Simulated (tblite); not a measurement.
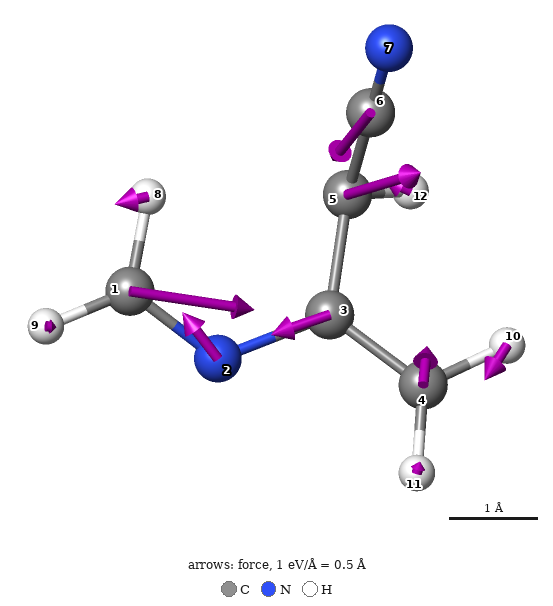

Starting geometry of C5H5N2 (multiplicity 2) with the computed forces as purple arrows. A ball-and-stick model, seen at a tilt.

The calculation used tblite, GFN2-xTB geometry optimisation, gas phase. 

> Is this structure relaxed? If not, where do the atoms go?

It isn't relaxed: the largest force vector, on C1, is 2.99 eV/Å. The final displacements have little in common with the starting forces (cosine between the two patterns 0.22). After 98 geometry steps the energy has fallen by 1.120 eV. N7 moves most after the best rigid fit: 1.88 Å. Largest moves by element: N 1.88 Å, H 1.38 Å, C 0.74 Å. Near-neighbour distances that change, for instance: C3–C5 1.489 → 1.410 Å, C5–C6 1.448 → 1.379 Å, C1–N2 1.297 → 1.252 Å, N2–C3 1.427 → 1.385 Å. Among the angles between lasting bonds that change: C3–C5–C6 111.4° → 123.3°, N2–C1–H8 115.6° → 124.9°, C3–C4–H10 114.5° → 121.1°. Groups turn about N2–C3 by about 30°. The run took 1.5 s on 1 thread of AMD EPYC, on a shared host.
